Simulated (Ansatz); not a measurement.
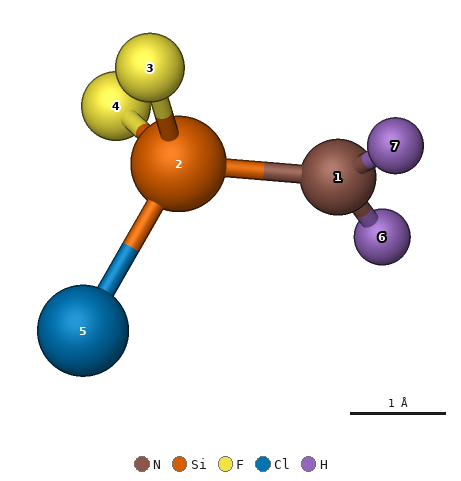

*The input geometry (ball-and-stick view, seen at a tilt; atoms are numbered from 1 in the order of the input).*

Bond lengths as drawn: Cl–Si 2.05 Å, F–Si 1.61 Å, H–N 1.01 Å and N–Si 1.69 Å.

**SiNH$_{2}$ClF$_{2}$: phonon calculation**

The run: phonon calculation of SiNH$_{2}$ClF$_{2}$, SMILES N[Si](F)(F)Cl. Method and program: RKS B3LYP/def2-SVP (Ansatz 0.2.0).

It belongs to a series of runs on one base structure; here: vibrations at the highest image of the band. Figures and captions count atoms from 1; the log counts them from 0 in places.

Input file:
```yaml
crystal:
  periodic: [false, false, false]
  atoms:
    - { symbol: "N", position_ang: [-0.711944, 0.569324, 0.578096] }
    - { symbol: Si, position_ang: [0.368693, -0.424585, -0.256752] }
    - { symbol: F, position_ang: [1.646451, -0.645804, 0.694894] }
    - { symbol: F, position_ang: [-0.267588, -1.866476, -0.580739] }
    - { symbol: Cl, position_ang: [1.013932, 0.299123, -2.065733] }
    - { symbol: H, position_ang: [-1.575166, 0.922318, 0.181486] }
    - { symbol: H, position_ang: [-0.413178, 1.078098, 1.403048] }
basis:
  gaussian: { orbitals: def2-SVP }
hamiltonian:
  xc: b3lyp
phonons: {}
```

Machine: 1 thread of Arm Neoverse N1, 24 GiB of memory available, shared host.

Command:
```bash
ansatz run input.yaml --threads 1 --pin off --max-ram 2048MiB --backend cpu --events-out ev --progress --plain --runs-dir out
```

Output:
```
Engine: ansatz 0.2.0, aarch64-unknown-linux-gnu
Functional definition: B3LYP
  parameter a0 = 0.2
  parameter ax = 0.72
  parameter ac = 0.81
  exchange = (1 - a0 - ax)*slater_x + ax*b88_x + a0*exact_x
  correlation = (1 - ac)*vwn_rpa_c + ac*lyp_c
882 factors; integrals over basis functions are off by at most 3.6e-4 eV
mean field evaluation 1: about -27343.5782 eV, gradient 6.6e1 eV
mean field evaluation 2: about -27334.8187 eV, gradient 9.3e1 eV
mean field evaluation 4: about -27351.1623 eV, gradient 1.8e0 eV
mean field evaluation 8: about -27351.1770 eV, gradient 1.3e-1 eV
mean field evaluation 16: about -27351.1770 eV, gradient 1.3e-5 eV
mean field -27351.17703791 eV, -1005.1372168495 hartree, gradient 1.3e-5 eV, S^2 0.000000; 0 other end points of the search recorded, 0 dependent functions left out
the calculation of the forces begins
reference -27351.17724310 eV, -1005.1372243900 hartree; 29, 29 occupied and 59, 59 virtual orbitals, 882 factors
these checks for a lower state are left out or cut short: stability, starts, cluster_reference, orbital_swaps, neighbouring_geometries, increment
882 factors; integrals over basis functions are off by at most 3.6e-4 eV
mean field -27351.17688934 eV, -1005.1372113897 hartree, gradient 1.9e-6 eV, S^2 0.000000; 0 other end points of the search recorded, 0 dependent functions left out
[... from here on the field's lines of each further geometry are left out, up to the last ...]
the calculation of the forces begins
reference -27351.17714884 eV, -1005.1372209261 hartree; 29, 29 occupied and 59, 59 virtual orbitals, 882 factors
these checks for a lower state are left out or cut short: stability, starts, cluster_reference, orbital_swaps, neighbouring_geometries, increment
882 factors; integrals over basis functions are off by at most 3.6e-4 eV
mean field -27351.17694015 eV, -1005.1372132569 hartree, gradient 1.3e-6 eV, S^2 0.000000; 0 other end points of the search recorded, 0 dependent functions left out
the calculation of the forces begins
reference -27351.17714526 eV, -1005.1372207945 hartree; 29, 29 occupied and 59, 59 virtual orbitals, 882 factors
WARN: phonons: modes at or below zero, which the zero-point energy, F, S and C_V leave out: 1, the lowest at -72.17 cm⁻¹. A minimum has none, and a first-order saddle one
Total energy: -27351.17724310 eV, -1005.1372243900 hartree
Atom 0 at    -0.711944     0.569324     0.578096 Å, force     0.009396     0.001919     0.000794 eV/Å
Atom 1 at     0.368693    -0.424585    -0.256752 Å, force    -0.007367     0.003653     0.004345 eV/Å
Atom 2 at     1.646451    -0.645804     0.694894 Å, force    -0.001314     0.002087    -0.005346 eV/Å
Atom 3 at    -0.267588    -1.866476    -0.580739 Å, force     0.001131    -0.003724    -0.001673 eV/Å
Atom 4 at     1.013932     0.299123    -2.065733 Å, force     0.002736    -0.002297     0.000891 eV/Å
Atom 5 at    -1.575166     0.922318     0.181486 Å, force     0.000816    -0.000178     0.000431 eV/Å
Atom 6 at    -0.413178     1.078098     1.403048 Å, force    -0.005398    -0.001460     0.000558 eV/Å
Dipole moment:    -0.355297     0.466996     0.210840 e Å
Vibrations: -72.17 208.85 237.35 271.05 299.66 326.45 337.47 557.99 780.80 838.72 976.71 991.87 1524.04 3595.31 3694.20 cm⁻¹, zero-point energy 0.907593 eV
```

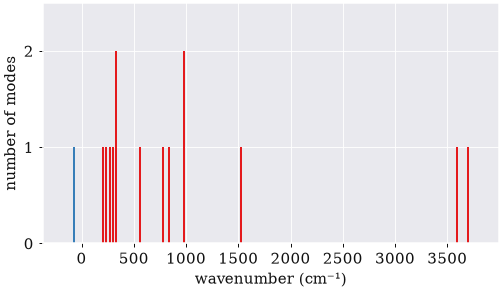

*Harmonic vibrational wavenumbers from the force constants; neighbouring modes closer than 17 cm⁻¹ are counted in one stick, and imaginary ones are drawn at negative wavenumbers.*

15 modes from 72i to 3694 cm⁻¹, 1 imaginary beyond 8i (72i cm⁻¹): not a clean minimum; so soft a mode can be a shallow saddle, an incomplete relaxation or noise of the force constants.

Results in brief:

```json
{"quantity": "outcome", "value": "converged"}
{"quantity": "total energy", "value": "−27351.1772 eV"}
{"quantity": "mean-field energy", "value": "−27351.1772 eV"}
{"quantity": "largest force (length of the vector)", "value": "0.010 eV/Å"}
{"quantity": "wall time", "value": "2.5 min"}
{"quantity": "peak memory", "value": "0.27 GiB"}
```
